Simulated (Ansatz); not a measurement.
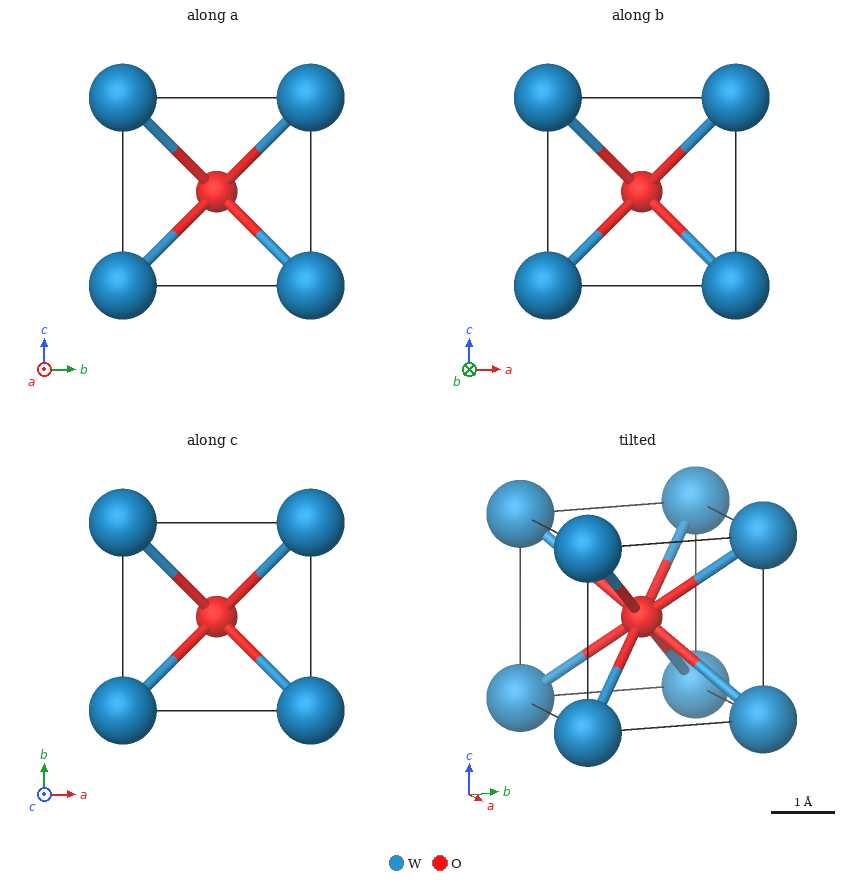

Shown here is a ball-and-stick view of the crystal, taken along the a axis, along the b axis, along the c axis and slightly off an axis. Lines trace the edges of the conventional unit cell.

Lattice parameters: a = 3.0086 Å, b = 3.0086 Å, c = 3.0086 Å, α = 90.000°, β = 90.000°, γ = 90.000°.

Reconstruct the structure as a CIF with its space group and independent sites.

```cif
data_structure
_symmetry_space_group_name_H-M 'P m -3 m'
_symmetry_Int_Tables_number 221
_cell_length_a 3.0086
_cell_length_b 3.0086
_cell_length_c 3.0086
_cell_angle_alpha 90.000
_cell_angle_beta 90.000
_cell_angle_gamma 90.000
_cell_volume 27.23
loop_
_atom_site_label
_atom_site_type_symbol
_atom_site_symmetry_multiplicity
_atom_site_Wyckoff_symbol
_atom_site_fract_x
_atom_site_fract_y
_atom_site_fract_z
_atom_site_occupancy
W1 W 1 a 0.0000 0.0000 0.0000 1
O1 O 1 b 0.5000 0.5000 0.5000 1
```

Starting structure: a structure type filled with these elements by a generator (whether the compound takes this form wasn't checked). Earlier steps of the study, as a rule a relaxation of our own, may have changed the cell and positions, so they can lie some per cent off the listed ones. It was set up as input for a calculation with Ansatz.
